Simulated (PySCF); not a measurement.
**C6H11NSSi: geometry, NMR shifts, electronic excitations and core binding energies, part 1 of 2**

Aim: predict the NMR shifts, electronic excitations and core binding energies of C6H11NSSi (`CS[Si@@]1(C)CC[C@@H]1C#N`).

The runs use PySCF 2.14.0, with density-fitted response routines of our own; the level of theory stands in each step. All values are computed, except where a source is named. Atoms count from 0, in the outputs and in this text.

**1. Starting geometry**

20 atoms, charge 0, multiplicity 1; geometry from: GFN2-xTB.

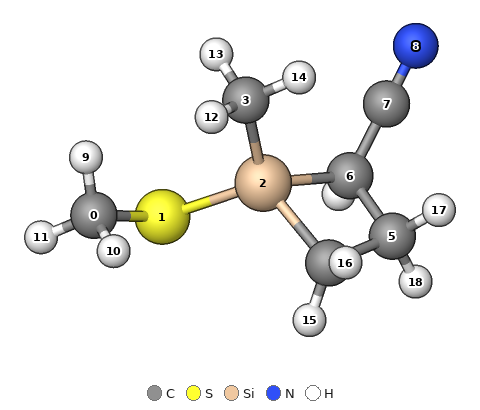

The starting geometry (carbon grey, sulfur yellow, silicon light orange, nitrogen blue, hydrogen white), atoms numbered; sticks join atoms by distance.

**2. Relaxing the molecule at PBE0-D3(BJ)/def2-SVP**

The job: settings as JSON, then the geometry in Å.

```
{"job": {"xc": "PBE0", "basis": "def2-SVP", "d3": "d3bj", "grid": 1, "kind": "geom"}, "charge": 0, "multiplicity": 1}
C      3.145435    -0.537678     0.059538
S      1.714221    -1.083743     1.041629
Si     0.143228    -0.016186     0.017564
C      0.603671     1.786334    -0.357031
C     -0.825716    -0.984997    -1.323598
C     -2.116233    -0.908872    -0.484527
C     -1.573284    -0.329635     0.842450
C     -2.258169     0.836197     1.275062
N     -2.793495     1.806158     1.569101
H      3.306505     0.523832     0.212265
H      2.975564    -0.754810    -0.989112
H      4.000450    -1.098372     0.421386
H      1.361396     1.849118    -1.132916
H      0.990028     2.278722     0.531331
H     -0.265500     2.344954    -0.690384
H     -0.499032    -2.012480    -1.472898
H     -0.924941    -0.527995    -2.304990
H     -2.837943    -0.225059    -0.929888
H     -2.599245    -1.874501    -0.348104
H     -1.552087    -1.060307     1.650389
```

Output:

```text
step   0  E = -976.69395390  max force = 0.030664
step   1  E = -976.69889925  max force = 0.003190
step   2  E = -976.69915339  max force = 0.001408
step   3  E = -976.69934899  max force = 0.001429
step   4  E = -976.69943111  max force = 0.001515
step   5  E = -976.69958455  max force = 0.001547
step   6  E = -976.69971423  max force = 0.001928
step   7  E = -976.69988778  max force = 0.001666
step   8  E = -976.70006545  max force = 0.000917
step   9  E = -976.70017809  max force = 0.000789
step  10  E = -976.70025079  max force = 0.000979
step  11  E = -976.70032177  max force = 0.001175
step  12  E = -976.70035543  max force = 0.000724
step  13  E = -976.70036909  max force = 0.000311
optimisation converged
```

Wall time 5 min (1 thread, shared host).

Step by step:

| step | energy from step 0 (eV) | largest force component (eV/Å) |
| --- | --- | --- |
| 0 | 0.0000 | 1.5768 |
| 1 | -0.1346 | 0.1640 |
| 2 | -0.1415 | 0.0724 |
| 3 | -0.1468 | 0.0735 |
| 4 | -0.1490 | 0.0779 |
| 5 | -0.1532 | 0.0795 |
| 6 | -0.1567 | 0.0991 |
| 7 | -0.1615 | 0.0857 |
| 8 | -0.1663 | 0.0472 |
| 9 | -0.1694 | 0.0406 |
| 10 | -0.1713 | 0.0503 |
| 11 | -0.1733 | 0.0604 |
| 12 | -0.1742 | 0.0372 |
| 13 | -0.1746 | 0.0160 |

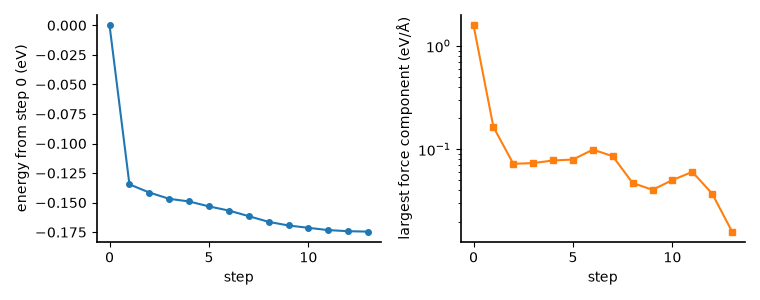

Energy and largest force along the relaxation.

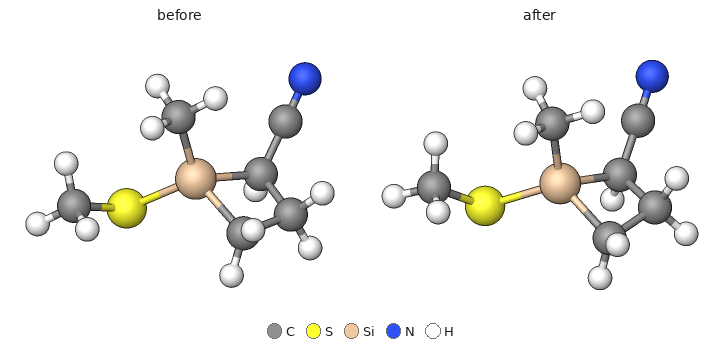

Before and after, at one scale.

Distances of close pairs at the start and the end, largest changes first:

| bond | before (Å) | after (Å) | change (Å) |
| --- | --- | --- | --- |
| Si2–C3 | 1.898 | 1.867 | -0.030 |
| Si2–C4 | 1.917 | 1.893 | -0.024 |
| C6–C7 | 1.420 | 1.440 | +0.020 |
| S1–Si2 | 2.158 | 2.139 | -0.019 |
| C3–H14 | 1.086 | 1.101 | +0.015 |
| C5–C6 | 1.546 | 1.561 | +0.015 |
| C0–H10 | 1.084 | 1.099 | +0.014 |
| C3–H13 | 1.087 | 1.101 | +0.014 |

The final coordinates are the input of the step that follows.

| at the end point | value |
| --- | --- |
| point group (found at 0.08 Å tolerance) | C1 |
| rotational constants (GHz, main isotopes) | 1.764, 0.768, 0.692 |
| dipole moment (D) | 4.85 |

**3. Shielding tensors: PBE0/pcSseg-1**

The job: settings as JSON, then the geometry in Å.

```
{"job": {"kind": "nmr", "xc": "PBE0", "basis": "pcSseg-1"}, "charge": 0, "multiplicity": 1}
C      3.233595    -0.117671     0.038037
S      1.866894    -1.012144     0.847693
Si     0.138949    -0.171606    -0.091791
C      0.386099     1.610317    -0.592347
C     -0.896043    -1.209428    -1.289848
C     -2.138208    -0.814319    -0.452749
C     -1.473664    -0.446532     0.911305
C     -2.043405     0.643001     1.660773
N     -2.483003     1.558220     2.221725
H      3.153239     0.966405     0.193738
H      3.289134    -0.340706    -1.036248
H      4.156397    -0.472274     0.516111
H      1.150442     1.715951    -1.376773
H      0.682235     2.217018     0.277066
H     -0.561782     2.013933    -0.980662
H     -0.661724    -2.279929    -1.182098
H     -0.939287    -0.965094    -2.360225
H     -2.625812     0.078435    -0.873298
H     -2.909412    -1.595307    -0.364478
H     -1.368473    -1.336784     1.552757
```

Level: GIAO PBE0/pcSseg-1 NMR shielding, non-relativistic, gas phase.

Output:

```text
coarse grid: 17648 points
cycle   1  E = -976.9048168645  dE =  9.193e-01  |g| = 5.625e-01  |ddm| = 4.134e+00
cycle   2  E = -976.7752672923  dE =  1.295e-01  |g| = 9.621e-01  |ddm| = 1.365e+00
cycle   3  E = -976.9746984938  dE = -1.994e-01  |g| = 2.339e-01  |ddm| = 9.109e-01
cycle   4  E = -976.9868837454  dE = -1.219e-02  |g| = 4.258e-02  |ddm| = 1.982e-01
cycle   5  E = -976.9872650912  dE = -3.813e-04  |g| = 1.350e-02  |ddm| = 5.388e-02
cycle   6  E = -976.9873131403  dE = -4.805e-05  |g| = 3.111e-03  |ddm| = 1.963e-02
cycle   7  E = -976.9873152458  dE = -2.106e-06  |g| = 8.950e-04  |ddm| = 4.360e-03
final grid: 161008 points
cycle   8  E = -977.0428056694  dE = -3.377e-05  |g| = 9.182e-03  |ddm| = 3.384e-02
cycle   9  E = -977.0427934347  dE =  1.223e-05  |g| = 1.145e-02  |ddm| = 1.851e-02
cycle  10  E = -977.0428270079  dE = -3.357e-05  |g| = 6.806e-04  |ddm| = 1.106e-02
cycle  11  E = -977.0428271305  dE = -1.225e-07  |g| = 1.706e-04  |ddm| = 1.091e-03
cycle  12  E = -977.0428271370  dE = -6.547e-09  |g| = 5.029e-05  |ddm| = 2.182e-04
cycle  13  E = -977.0428271376  dE = -5.857e-10  |g| = 1.468e-05  |ddm| = 6.456e-05
converged SCF energy = -977.0428271376

GIAO shielding tensors (ppm)
atom      isotropic    diamagn.    paramagn.     s11        s22        s33       span
  0 C      171.606     249.648     -78.042    160.691    165.609    188.518     27.828
  1 S      649.836    1059.809    -409.973    569.858    595.632    784.017    214.159
  2 Si     317.778     880.056    -562.279    279.887    315.293    358.153     78.266
  3 C      188.915     257.190     -68.275    180.980    188.796    196.970     15.990
  4 C      163.873     257.033     -93.159    143.762    167.610    180.248     36.485
  5 C      160.189     251.415     -91.226    146.605    157.406    176.556     29.951
  6 C      165.764     259.704     -93.940    141.390    175.628    180.272     38.882
  7 C       59.777     258.755    -198.978    -58.450    -55.428    293.211    351.661
  8 N      -36.564     340.523    -377.086   -205.655   -185.939    281.904    487.559
  9 H       29.295      30.232      -0.937     23.294     28.771     35.820     12.526
 10 H       29.388      29.576      -0.188     23.961     27.191     37.013     13.052
 11 H       29.295      27.548       1.747     23.418     26.185     38.282     14.864
 12 H       30.696      31.546      -0.850     25.909     29.105     37.073     11.165
 13 H       30.621      31.918      -1.297     26.908     27.591     37.364     10.455
 14 H       30.496      31.992      -1.496     25.659     28.508     37.322     11.663
 15 H       30.079      31.781      -1.701     26.824     28.067     35.347      8.523
 16 H       30.094      31.597      -1.503     26.380     26.912     36.989     10.609
 17 H       29.487      31.253      -1.766     26.528     27.543     34.391      7.863
 18 H       28.771      28.889      -0.118     23.902     26.282     36.129     12.227
 19 H       29.285      31.133      -1.847     26.029     28.622     33.205      7.176
```

Run time: 46 s. Hardware: 1 thread, shared host.

Shifts follow as δ = σ(reference) − σ, with reference shieldings (ppm) from runs at the same level and on the same kind of geometry: ¹H TMS 31.27, ¹³C TMS 184.4, ²⁹Si TMS 352.0, ¹⁵N NH3 265.7, ³³S CS2 496. The references are single molecules in the gas phase, so shifts against H2O, NH3, PH3, H3PO4 or CFCl3 are not on the usual liquid scales and can be off by tens of ppm. Atoms listed in one row are averaged.

| atoms | environment | σ (ppm) | δ (ppm) | δ scaled to CDCl3 |
| --- | --- | --- | --- | --- |
| C7 | nitrile carbon | 59.8 | 124.6 | 120.5 |
| C5 | sp3 CH2 in a ring | 160.2 | 24.2 | 23.0 |
| C4 | sp3 CH2 bonded to Si | 163.9 | 20.5 | 19.4 |
| C6 | sp3 CH bonded to Si, α to a nitrile | 165.8 | 18.6 | 17.6 |
| C0 | methyl carbon bonded to S | 171.6 | 12.8 | 8.4 |
| C3 | methyl carbon bonded to Si | 188.9 | -4.5 | -4.9 |
| H18 | hydrogen on an sp3 CH2 in a ring | 28.77 | 2.50 | 2.58 |
| H19 | hydrogen on an sp3 CH bonded to Si, α to a nitrile | 29.29 | 1.98 | 2.09 |
| H9, H10, H11 | hydrogen on a methyl carbon bonded to S | 29.33 | 1.94 | 2.06 |
| H17 | hydrogen on an sp3 CH2 in a ring | 29.49 | 1.78 | 1.90 |
| H15 | hydrogen on an sp3 CH2 bonded to Si | 30.08 | 1.19 | 1.34 |
| H16 | hydrogen on an sp3 CH2 bonded to Si | 30.09 | 1.17 | 1.33 |
| H12, H13, H14 | hydrogen on a methyl carbon bonded to Si | 30.60 | 0.66 | 0.84 |
| S1 | sulfur bonded to C, Si | 650 | -154 | – |
| Si2 | silicon bonded to 3 C, S, in a 4-membered ring | 317.8 | 34.2 | – |
| N8 | nitrile nitrogen | -36.6 | 302.2 | – |

The scaled column applies a straight-line fit of computed shieldings to shifts measured in CDCl3, with any fitted terms for Cl, Br or S neighbours (root-mean-square error 0.21 ppm for H, 2.0 ppm for C).

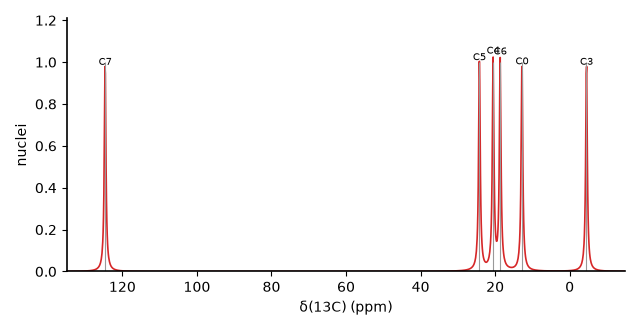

¹³C lines at the computed shifts, without couplings. Lines are broadened to a width of 0.52 ppm (Lorentzian).

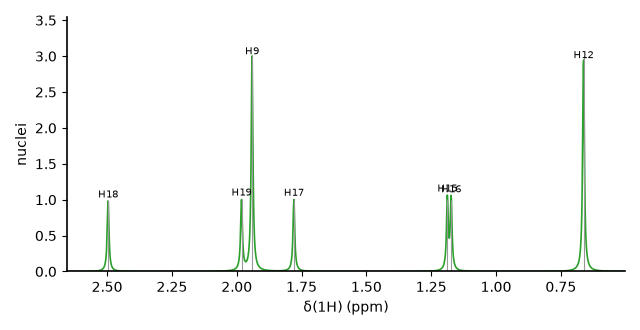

¹H lines at the computed shifts, without couplings. Lines are broadened to a width of 0.01 ppm (Lorentzian).

Charges from the same density, by scheme (e):

| atoms | Mulliken | IAO | Hirshfeld | ESP fit |
| --- | --- | --- | --- | --- |
| C0 | -0.41 | -0.49 | -0.11 | -0.31 |
| S1 | -0.29 | -0.17 | -0.09 | -0.34 |
| Si2 | 0.96 | 1.00 | 0.37 | 0.76 |
| C3 | -0.62 | -0.72 | -0.21 | -0.77 |
| C4 | -0.51 | -0.56 | -0.17 | -0.46 |
| C5 | -0.19 | -0.24 | -0.06 | 0.13 |
| C6 | -0.57 | -0.43 | -0.10 | -0.47 |
| C7 | 0.15 | 0.13 | 0.07 | 0.35 |
| N8 | -0.27 | -0.28 | -0.25 | -0.47 |

Mulliken charges:

C0 -0.41; S1 -0.29; Si2 0.96; C3 -0.62; C4 -0.51; C5 -0.19; C6 -0.57; C7 0.15; N8 -0.27; H9 0.16; H10 0.16; H11 0.17; H12 0.15; H13 0.17; H14 0.16; H15 0.15; H16 0.15; H17 0.14; H18 0.15; H19 0.19

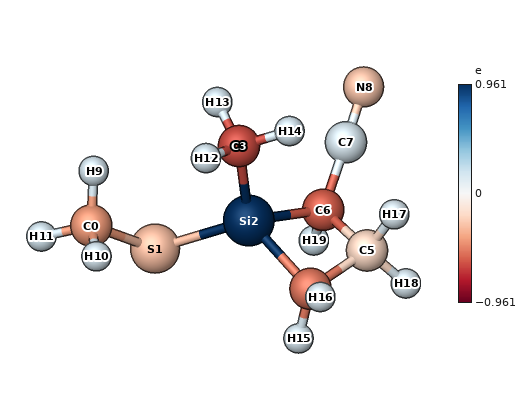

Mulliken charges, as colours on the atoms.

Mayer bond orders: C0–S1 0.99, S1–Si2 1.03, Si2–C3 1.00, Si2–C4 0.91, C4–C5 1.01, C5–C6 0.96, C6–C7 1.03, C7–N8 3.04, C6–Si2 0.78.

**4. Excited states and response: B3LYP/def2-SVPD**

Settings changed since step 3:

```diff
@@ -1,2 +1,2 @@
-{"job": {"kind": "nmr", "xc": "PBE0", "basis": "pcSseg-1"}, "charge": 0, "multiplicity": 1}
+{"job": {"kind": "uv", "xc": "B3LYP", "basis": "def2-SVPD", "ip": true}, "charge": 0, "multiplicity": 1}
 C      3.233595    -0.117671     0.038037
```

With the program's defaults for keys left out, this is: TDDFT B3LYP/def2-SVPD, vertical, gas phase, core orbitals frozen in the response.

Output:

```text
coarse grid: 17648 points
cycle   1  E = -977.1164214036  dE =  8.179e-01  |g| = 6.083e-01  |ddm| = 7.087e+00
cycle   2  E = -976.9387289493  dE =  1.777e-01  |g| = 1.073e+00  |ddm| = 2.448e+00
cycle   3  E = -977.1954554072  dE = -2.567e-01  |g| = 2.905e-01  |ddm| = 1.652e+00
cycle   4  E = -977.2148183230  dE = -1.936e-02  |g| = 4.579e-02  |ddm| = 3.630e-01
cycle   5  E = -977.2152547529  dE = -4.364e-04  |g| = 1.800e-02  |ddm| = 1.127e-01
cycle   6  E = -977.2153469094  dE = -9.216e-05  |g| = 3.579e-03  |ddm| = 4.120e-02
cycle   7  E = -977.2153503632  dE = -3.454e-06  |g| = 8.817e-04  |ddm| = 8.554e-03
final grid: 161008 points
cycle   8  E = -977.3429836578  dE = -4.842e-05  |g| = 5.168e-03  |ddm| = 1.485e-01
cycle   9  E = -977.3429790523  dE =  4.605e-06  |g| = 6.663e-03  |ddm| = 1.812e-02
cycle  10  E = -977.3429906631  dE = -1.161e-05  |g| = 6.660e-04  |ddm| = 9.456e-03
cycle  11  E = -977.3429907532  dE = -9.014e-08  |g| = 3.945e-04  |ddm| = 1.633e-03
cycle  12  E = -977.3429907813  dE = -2.812e-08  |g| = 1.548e-04  |ddm| = 5.767e-04
cycle  13  E = -977.3429907872  dE = -5.910e-09  |g| = 2.796e-05  |ddm| = 2.492e-04
cycle  14  E = -977.3429907874  dE = -1.978e-10  |g| = 6.296e-06  |ddm| = 6.596e-05
converged SCF energy = -977.3429907874

Static polarisability (au): isotropic 121.378, principal 104.375 116.819 142.941

Singlet excitations
state   eV       nm        f      main configurations
  1   5.2887    234.4   0.00629   H->L 0.96
  2   6.0964    203.4   0.03629   H->L+1 0.83
  3   6.2741    197.6   0.00585   H->L+2 0.92
  4   6.4248    193.0   0.02949   H->L+3 0.82
  5   6.5322    189.8   0.01207   H->L+4 0.65, H-1->L 0.11
  6   6.5571    189.1   0.01395   H-1->L 0.74, H->L+4 0.12
  7   6.8140    182.0   0.01141   H->L+5 0.54, H-1->L+1 0.13, H-2->L 0.12
  8   6.8933    179.9   0.01204   H->L+5 0.34, H-2->L 0.30, H-1->L+1 0.12
  9   6.9168    179.3   0.02889   H-2->L 0.39, H-1->L+1 0.34
 10   7.0695    175.4   0.00896   H->L+6 0.60, H->L+7 0.22

Triplet excitations (Tamm-Dancoff, eV): 4.9537 5.7182 5.8979 6.0651
Vertical ionisation energy (delta-SCF) = 8.9016 eV
```

It took 5.2 min on 1 thread, shared host.

Frontier orbitals and where they lie:

| orbital | eV | atoms |
| --- | --- | --- |
| HOMO−3 | -8.65 | S1 27 %, C3 16 %, Si2 14 % |
| HOMO−2 | -8.32 | S1 31 %, C4 15 %, Si2 14 % |
| HOMO−1 | -7.86 | N8 22 %, C6 20 %, C7 13 % |
| HOMO | -6.90 | S1 65 %, C0 10 %, Si2 8 % |
| LUMO | -0.53 | S1 33 %, Si2 15 %, C0 14 % |
| LUMO+1 | 0.01 | S1 13 %, C4 9 %, C5 8 % |
| LUMO+2 | 0.29 | S1 20 %, Si2 13 %, C6 11 % |

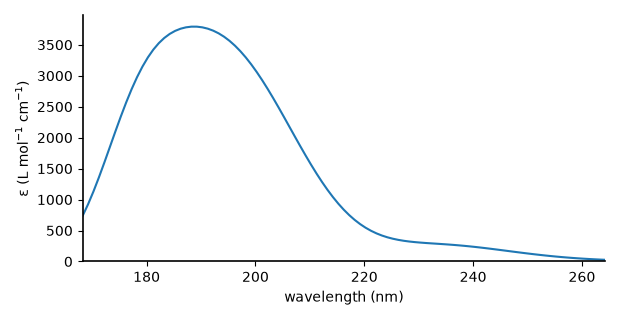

Absorption spectrum: each of the 10 states is a Gaussian band of 0.4 eV half-width at 1/e. Beyond the last state computed it falls off for lack of states.

Further results of this job:

| property | computed |
| --- | --- |
| dipole moment (D) | 5.04 |
| polarisability (Å³) | 17.99 |
| HOMO–LUMO gap (eV) | 6.37 |
| −ε(HOMO) (eV) | 6.90 |

(Continued in part 2 of 2.)
